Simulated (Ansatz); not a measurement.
**A convergence test on SrTiO3 (Tausonite): k mesh of the hybrid**

Aim: see how gap, energy and time of SrTiO3 (Tausonite) follow the k mesh of the hybrid.

Method: DFT, HSE06, plane waves, PAW, in Ansatz 0.2.0.

## 1. The starting structure

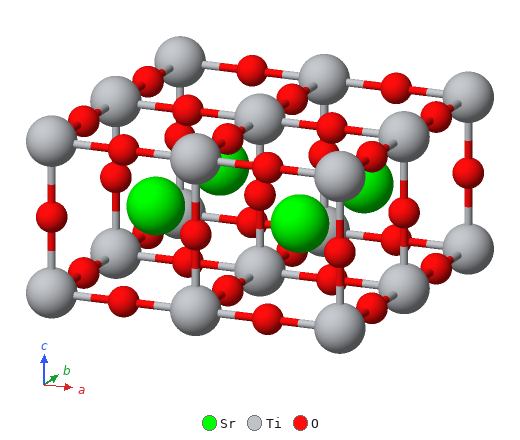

Start, viewed from a free direction; strontium green, titanium light grey, oxygen red. 2×2×1 cells are drawn. Some periodic images of atoms are drawn too.

Structure file:

```cif
data_structure
_symmetry_space_group_name_H-M 'Pm-3m'
_symmetry_Int_Tables_number 221
_cell_length_a 3.9053
_cell_length_b 3.9053
_cell_length_c 3.9053
_cell_angle_alpha 90.000
_cell_angle_beta 90.000
_cell_angle_gamma 90.000
_cell_volume 59.56
loop_
_atom_site_label
_atom_site_type_symbol
_atom_site_symmetry_multiplicity
_atom_site_Wyckoff_symbol
_atom_site_fract_x
_atom_site_fract_y
_atom_site_fract_z
_atom_site_occupancy
Sr1 Sr 1 b 0.50000 0.50000 0.50000 1
Ti1 Ti 1 a 0.00000 0.00000 0.00000 1
O1 O 3 d 0.50000 0.00000 0.00000 1
```

The cell and positions come from the Crystallography Open Database and are kept as given unless a step says otherwise. The default PAW set here is soft_2. Its files were made with PBE.

## 2. k mesh of the hybrid: 2×2×2

input.yaml

```yaml
crystal:
  lattice:
    - [3.90528, 0.0, 0.0]
    - [0.0, 3.90528, 0.0]
    - [0.0, 0.0, 3.90528]
  atoms:
    - { symbol: Sr, position: [0.5, 0.5, 0.5] }
    - { symbol: Ti, position: [0.0, 0.0, 0.0] }
    - { symbol: O, position: [0.5, 0.0, 0.0] }
    - { symbol: O, position: [0.0, 0.5, 0.0] }
    - { symbol: O, position: [0.0, 0.0, 0.5] }
kpoints:
  mp_grid: { grid: [2, 2, 2] }
  band_path:
    path: [[0.0, 0.0, 0.0], [0.0, 0.5, 0.0], [0.5, 0.5, 0.0], [0.5, 0.5, 0.5]]
    npoints: 1
hamiltonian:
  xc: hse06
scf:
  occupations: { method: fixed }
  n_extra_bands: 5
output:
  eigenvalues: true
  write_density: true
  write_potential: true
  elf: true
  volumetric_format: npy
```

Started as:

```console
$ ansatz run input.yaml --threads 3 --pin off --max-ram 92160MiB --backend cuda --events-out ev --progress --plain --runs-dir out --devices 1 --max-vram 13GiB  # rebuilt from the run's record
```

Numbers of over 12 decimals in the logs are rounded to 6 here.

The log of the run:

```text
scf.n_extra_bands = 5 over 20 filled bands (N_el = 40.0): the run solves 25 bands
exact exchange: scf.exx.singularity resolves to wigner_seitz, which cuts the screened interaction at the faces of the exchange supercell's Wigner-Seitz cell, so that each pair interacts once, at the shortest of its separations (the periodic images that this leaves out come, for a point-like exchange hole, to about 0.065 eV on a filled level). The cut falls within the interaction's reach, and what an exchange supercel [...]
GPUs: using 1 of 1 available (devices: 1).
Engine: ansatz 0.2.0, x86_64-unknown-linux-gnu
Pseudopotentials: kind: paw
Pseudopotential: Sr, paw, valence charge 10, recommended cutoff 420 eV (normal), Sr.paw.azcp
Pseudopotential: Ti, paw, valence charge 12, recommended cutoff 420 eV (normal), Ti.paw.azcp
Pseudopotential: O, paw, valence charge 6, recommended cutoff 420 eV (normal), O.paw.azcp
Functional definition: HSE06
  parameter a = 0.25
  parameter omega = 0.11/bohr
  exchange = pbe_x - a*pbe_x_sr(omega) + a*exact_x_sr(omega)
  correlation = pbe_c
davidson cushion auto → on  (no smearing: the cushion is to keep the highest requested band from converging to the state above it; pin scf.eigensolver.cushion to override)
concurrent solve slots: 2 of 3 are kept, ahead of what memory takes: no pass of the eigensolver takes more rounds on 2
device memory: the entry about to start is reckoned to put 0.7 GiB on a device that reports 52.4 GiB free (of which the cap on the GPU budget leaves the run 13.0 GiB)
GPU FFT provider: cuFFT
GPU libraries: cuBLAS 13.8.2, cuFFT 12.4.0, cuSOLVER 12.3.4
Crystal: 5 atoms, lattice volume = 59.560 Å³
Basis set: ecut = 420 eV, 1189 PW (Γ)
Bands: 25, of which v1, the nominal top of the filled ones, is band 20 counted from 1 (19 counted from 0)
Symmetry: 48 space group operations
Space group: Pm-3m (ITA 221), of the structure as read, at distance tolerance 3.9e-5 Å
k-points: 4 of 8
Non-local potential: Sr, projectors of the file, l = 0: 3, l = 1: 2, l = 2: 2
Non-local potential: Ti, projectors of the file, l = 0: 3, l = 1: 2, l = 2: 3, l = 3: 1
Non-local potential: O, projectors of the file, l = 0: 2, l = 1: 2, l = 2: 1
PAW form: soft (Blöchl's): semilocal exchange-correlation on the pseudo side does not see the compensation charge
PAW frozen core: Sr, regenerated for the run's functional, and the local potential with it (the file was generated under x = pbe(κ = 0.804, μ = 0.219515), c = pbe(β = 0.066725))
PAW frozen core: Ti, regenerated for the run's functional, and the local potential with it (the file was generated under x = pbe(κ = 0.804, μ = 0.219515), c = pbe(β = 0.066725))
PAW frozen core: O, regenerated for the run's functional, and the local potential with it (the file was generated under x = pbe(κ = 0.804, μ = 0.219515), c = pbe(β = 0.066725))
PAW one-centre angular grid: Sr, 110 points (default); XC on 64 Gauss nodes
PAW one-centre angular grid: Ti, 590 points (default); XC on 64 Gauss nodes
PAW one-centre angular grid: O, 110 points (default); XC on 96 Gauss nodes
Initial density: superposition of atomic densities (neutral atoms: chi_scale 0, normalization atom), corrected by the library's trained network
Initial wavefunctions: pseudopotential atomic-orbital guess
GPU buffer pool allocated for 19683 grid points (all kernels)
GPU transforms: local potential and band sums: pruned to the plane-wave sphere, on 25×27×27
Functional: x = pbe(κ = 0.804, μ = 0.219515), c = pbe(β = 0.066725), warm-up for x = pbe(κ = 0.804, μ = 0.219515) + 0.25 (exact − pbe) at short range (hse, ω = 0.207870 Å⁻¹), c = pbe(β = 0.066725); HSE06 as pw.x's `hse` composes it (authors' and Libxc's form: `xc: wpbeh`)
SCF iter   1: F=—  HF=-7753.739814 eV  |F-HF|=—  |Δ(HF+E_count)|=         —  Δρ=1.60e-2  dr2=1.72e-1  ethr=1.77e-3  ⟨swp⟩=7.2  Hψ=432  notcnv=0
preconditioner: auto → none  [insulator: Δε(μ)=1.872 eV  Ē_g=12.175 eV  n_scr=18 (ndim 8)  ℏωp=26.4 eV  f_vac=0.000]
[...]
SCF iter   2: F=—  HF=-7755.536372 eV  |F-HF|=—  |Δ(HF+E_count)|=   9.38e-2  Δρ=2.23e-2  dr2=3.08e-1  ethr=5.41e-6  ⟨swp⟩=6.5  Hψ=436  notcnv=0
SCF iter   3: F=—  HF=-7755.470410 eV  |F-HF|=—  |Δ(HF+E_count)|=   6.60e-2  Δρ=3.48e-3  dr2=9.21e-3  ethr=5.41e-6  ⟨swp⟩=5.5  Hψ=391  notcnv=0
SCF iter   4: F=—  HF=-7755.497113 eV  |F-HF|=—  |Δ(HF+E_count)|=   2.67e-2  Δρ=2.63e-3  dr2=5.35e-3  ethr=5.41e-6  ⟨swp⟩=3.2  Hψ=303  notcnv=0
SCF iter   5: F=—  HF=-7755.495676 eV  |F-HF|=—  |Δ(HF+E_count)|=   1.44e-3  Δρ=6.79e-4  dr2=1.13e-4  ethr=5.41e-6  ⟨swp⟩=4.0  Hψ=265  notcnv=0
SCF iter   6: F=-7755.495963 eV  HF=-7755.495967 eV  |F-HF|=3.25e-6  |Δ(HF+E_count)|=   2.90e-4  Δρ=1.80e-4  dr2=9.46e-6  ethr=2.32e-7  ⟨swp⟩=3.2  Hψ=290  notcnv=0
SCF 2 stopped early in 6 iterations: F = -7755.495963 eV  dr2 = 9.46e-6
  greatest PAW one-centre occupation: 1.000 electrons in one spin orbital (limit 2), on the Ti atom at site 1 (counted from 0), in its partial waves of l = 0
hybrid outer 1: dexx = +3.068e-2 eV, tail = 1.04e-4 eV
GPU FFT provider: cuFFT
GPU libraries: cuBLAS 13.8.2, cuFFT 12.4.0, cuSOLVER 12.3.4
GPU buffer pool allocated for 19683 grid points (all kernels)
GPU transforms: local potential and band sums: pruned to the plane-wave sphere, on 25×27×27
Exchange kernel: α = 0.2500, screened, ω = 0.2079 Å⁻¹, Wigner–Seitz truncation, v(0) = 763.1974 eV·Å³, q-mesh 2×2×2, nearest image of the exchange supercell L = 7.81 Å, pair-density grid 20×20×20, without the augmentation charges, whose exchange is taken in its separable form by FFT convolution over the k-point mesh (sized by the pseudopotential files, 27×27×27 at the most), smooth part of the exact exchange by density-matrix convolution in up to 317.6 MiB of GPU memory as planned if the GPU has room (build and FFT work areas not counted)
Frozen-core exchange: fock
SCF iter   1: F=—  HF=-7755.495082 eV  |F-HF|=—  |Δ(HF+E_count)|=         —  Δρ=7.60e-5  dr2=2.55e-6  ethr=1.30e-6  ⟨swp⟩=3.0  Hψ=236  notcnv=0
preconditioner: auto → none  [insulator: Δε(μ)=2.967 eV  Ē_g=14.046 eV  n_scr=18 (ndim 8)  ℏωp=26.4 eV  f_vac=0.001]
iter 2 solved again at ethr=4.22e-10 eV; its pass at ethr=4.69e-9 eV (dr2=1.69e-7 eV) is discarded
SCF iter   2: F=—  HF=-7755.495082 eV  |F-HF|=—  |Δ(HF+E_count)|=   2.89e-7  Δρ=3.17e-5  dr2=4.03e-7  ethr=4.22e-10  ⟨swp⟩=2.2  Hψ=551  notcnv=0
SCF iter   3: F=—  HF=-7755.495084 eV  |F-HF|=—  |Δ(HF+E_count)|=   2.38e-6  Δρ=1.85e-5  dr2=1.28e-7  ethr=4.22e-10  ⟨swp⟩=4.2  Hψ=336  notcnv=0
SCF iter   4: F=-7755.495084 eV  HF=-7755.495084 eV  |F-HF|=4.76e-9  |Δ(HF+E_count)|=   3.43e-8  Δρ=4.70e-6  dr2=1.37e-8  ethr=3.05e-10  ⟨swp⟩=3.0  Hψ=250  notcnv=0
SCF 3 converged in 4 iterations: F = -7755.495084 eV  dr2 = 1.37e-8
hybrid outer 2: dexx = +2.324e-6 eV, tail = 6.68e-8 eV, Δε = 3.88e-3 eV (about 1.13e-4 eV left of the loop's levels)
device memory: the entry about to start is reckoned to put 0.4 GiB on a device that reports 49.2 GiB free (of which the cap on the GPU budget leaves the run 13.0 GiB)
NSCF: frozen V_eff on 4 k-points
hybrid SCF converged: 2 outer / 10 inner (+5 warm-up), last move |dexx| = 2.32e-6 eV, tail = 6.68e-8 eV
Stability not checked: this state was not tested for a lower state beside it, because the functional holds exact exchange (a hybrid, or Hartree-Fock), whose exchange loop this test does not read (fock_operator; see scf.lower_state_search)
Free energy (F): -7755.495084 eV
Frozen-core exchange: fock
Harris-Foulkes:  -7755.495084 eV  (|F-HF|=4.76e-9)
Internal energy: -7755.495084 eV  (E = F + TS)
E sigma→0 (E₀):  -7755.495084 eV
Fermi energy:    9.081094 eV
--- Per-component energies (eV) ---
  E_band       = -292.265973
  E_kinetic    = 1050.963816
  E_local      = -2369.542551  (includes V_loc(G=0)·N_el)
  E_nonlocal   = 340.378489
  E_hartree    = 825.656081
  E_xc         = -398.281281
  E_vxc        = -456.192092  (∫ρ·V_xc dr)
  E_exx        = -121.864153  (= α·E_x^exact, valence–valence)
  E_paw        = -4191.094177  (= ΣΔE_a)
  E_vpaw       = -265.462403  (= ΣTr[D̂ρ^β])
  E_aug_tail   = 0.007566  (compensation charges beyond the density's cutoff)
  E_ewald      = -2891.094941
  E_core_change = -0.623933  (= ΣΔE_core)
  E_smearing   = -0.000000  (= −TS)
  E_closure    = 0.000000  (closes the sum)
  Σ components = -7755.495084   (vs F -7755.495084, Δ=0.00e0)
--- Band table (eV) ---
  k-point 0: bands = [... 16 lower, 7.7857, 8.6313, 8.6313, 8.6313, 12.0457, 12.0457, 12.0457, 14.5102, ... 1 higher]
  k-point 1: bands = [... 16 lower, 6.5088, 6.9755, 8.2095, 8.2095, 12.2123, 14.1607, 14.1607, 14.5277, ... 1 higher]
  k-point 2: bands = [... 16 lower, 7.0030, 7.3565, 7.3565, 8.9959, 14.1719, 14.1719, 14.7081, 15.6000, ... 1 higher]
  k-point 3: bands = [... 16 lower, 4.9712, 9.0811, 9.0811, 9.0811, 14.9452, 14.9452, 14.9452, 17.6900, ... 1 higher]
```

The job ended after 10 s (1 × NVIDIA H100 80GB HBM3 (shared by 6 runs) with 3 threads of AMD EPYC 7R13 (Zen 3), shared host; peak memory 1 GiB; 7.5 s of CPU time).

The column dr2 measures how far the density is from self-consistency, as an energy; F and HF (Harris–Foulkes) agree once it is small.

This step gave:

- gap: 2.965 eV
- valence top at: R
- conduction bottom at: Γ
- least direct gap: 3.414 eV
- exact-exchange fraction: 0.25

The gap is indirect, with the least direct gap 0.45 eV higher.

## 3. k mesh of the hybrid: 4×4×4

input.yaml: that of step 2 with these lines changed.

```diff
@@ -12,3 +12,3 @@
 kpoints:
-  mp_grid: { grid: [2, 2, 2] }
+  mp_grid: { grid: [4, 4, 4] }
   band_path:
```

The log of the run:

```text
[...]
GPUs: using 1 of 1 available (devices: 1).
[...]
GPU FFT provider: cuFFT
GPU libraries: cuBLAS 13.8.2, cuFFT 12.4.0, cuSOLVER 12.3.4
Crystal: 5 atoms, lattice volume = 59.560 Å³
Basis set: ecut = 420 eV, 1189 PW (Γ)
Bands: 25, of which v1, the nominal top of the filled ones, is band 20 counted from 1 (19 counted from 0)
[... 1 set-up line as in the run before ...]
[...]
k-points: 10 of 64
[...]
Fermi energy:    8.970725 eV
[...]
--- Band table (eV; the first three rows and the last of 10) ---
  k-point 0: bands = [... 16 lower, 7.7041, 8.5939, 8.5939, 8.5939, 12.2954, 12.2954, 12.2954, 14.7207, ... 1 higher]
  k-point 1: bands = [... 16 lower, 7.1930, 7.2738, 8.3317, 8.3317, 12.3853, 13.4217, 13.4217, 14.7322, ... 1 higher]
  k-point 2: bands = [... 16 lower, 6.4700, 6.8980, 8.1761, 8.1761, 12.4800, 14.4114, 14.4114, 14.7393, ... 1 higher]
  k-point 9: bands = [... 16 lower, 4.9469, 8.9707, 8.9707, 8.9707, 15.2307, 15.2307, 15.2307, 17.6521, ... 1 higher]
[key lines of the parts left out:]
Free energy (F): -7756.183198 eV
```

Run time: 20 s. Hardware: 1 × NVIDIA H100 80GB HBM3 (shared by 6 runs) with 3 threads; peak memory 1.1 GiB.

This step gave:

```
gap                  : 3.325 eV
valence top at       : R
conduction bottom at : Γ
least direct gap     : 3.702 eV
```

The gap is 3.325 eV, +0.360 eV from the run before at this level.

## 4. k mesh of the hybrid: 6×6×6

input.yaml: that of step 3 with these lines changed.

```diff
@@ -12,3 +12,3 @@
 kpoints:
-  mp_grid: { grid: [4, 4, 4] }
+  mp_grid: { grid: [6, 6, 6] }
   band_path:
@@ -23,5 +23 @@
   eigenvalues: true
-  write_density: true
-  write_potential: true
-  elf: true
-  volumetric_format: npy
```

The log of the run:

```text
[...]
GPUs: using 1 of 1 available (devices: 1).
[...]
GPU FFT provider: cuFFT
GPU libraries: cuBLAS 13.8.2, cuFFT 12.4.0, cuSOLVER 12.3.4
Crystal: 5 atoms, lattice volume = 59.560 Å³
Basis set: ecut = 420 eV, 1189 PW (Γ)
Bands: 25, of which v1, the nominal top of the filled ones, is band 20 counted from 1 (19 counted from 0)
[... 1 set-up line as in the run before ...]
[...]
k-points: 20 of 216
[...]
Fermi energy:    8.966884 eV
[...]
--- Band table (eV; the first three rows and the last of 20) ---
  k-point 0: bands = [... 16 lower, 7.7011, 8.5935, 8.5935, 8.5935, 12.3066, 12.3066, 12.3066, 14.7280, ... 1 higher]
  k-point 1: bands = [... 16 lower, 7.4781, 7.7965, 8.4375, 8.4375, 12.3512, 12.8986, 12.8986, 14.7348, ... 1 higher]
  k-point 2: bands = [... 16 lower, 6.7676, 7.0769, 8.2477, 8.2477, 12.4438, 13.9356, 13.9356, 14.7434, ... 1 higher]
  k-point 19: bands = [... 16 lower, 4.9462, 8.9669, 8.9669, 8.9669, 15.2431, 15.2431, 15.2431, 17.6510, ... 1 higher]
[key lines of the parts left out:]
Free energy (F): -7756.196500 eV
```

The job ended after 18 s (1 × NVIDIA H100 80GB HBM3 (shared by 6 runs) with 3 threads; peak memory 1.3 GiB).

Numbers from this step:

```yaml
gap: 3.340 eV
valence_top_at: R
conduction_bottom_at: Γ
least_direct_gap: 3.713 eV
```

The gap is 3.340 eV, +0.015 eV from the run before at this level.

## 5. The series

Differences are against the last row; a negative gap means that bands overlap, and a run with a band path holds that path's time. Times are wall times on 1 × NVIDIA H100 80GB HBM3 (shared by 6 runs) with 3 threads of AMD EPYC 7R13 (Zen 3), shared host, good to a factor of about two.

| k mesh of the hybrid | gap (eV) | direct gap (eV) | gap error (eV) | energy error (meV/atom) | irreducible k | time |
| --- | --- | --- | --- | --- | --- | --- |
| 2×2×2 | 2.965 | 3.414 | −0.375 | +140.3 | 4 | 10 s |
| 4×4×4 | 3.325 | 3.702 | −0.015 | +2.7 | 10 | 20 s |
| 6×6×6 | 3.340 | 3.713 | +0.000 | +0.0 | 20 | 18 s |

## 6. Summary of results

| Property | Result |
| --- | --- |
| 2×2×2 | 2.965 eV |
| 4×4×4 | 3.325 eV |
| 6×6×6 | 3.340 eV |

What this shows: The gap holds to 0.02 eV from 4×4×4 on. At 2×2×2 the gap is off by −0.375 eV and the energy by +140 meV/atom. The gap is read over the mesh and added points near the edges, so meshes differ mainly through the density and, for a hybrid, the exchange operator.

[Paths, hosts, dates, memory and timing lines, banners, echoed tables and standing remarks are left out of the program output.]

[Logs are printed without paths, hosts, clocks, repeated set-up lines and the standing remarks that a program may print on its own settings, such as how far it seeks lower states.]

[Runs of the session that timed out or met a known fault of the program may be left out.]

[Cells called generated may have been cut or substituted from an entry of the Crystallography Open Database or the Materials Project.]

[Hosts, paths, dates, database ids (printed as entryN), source tags and the programs' standing remarks are cut or masked in the printed files.]
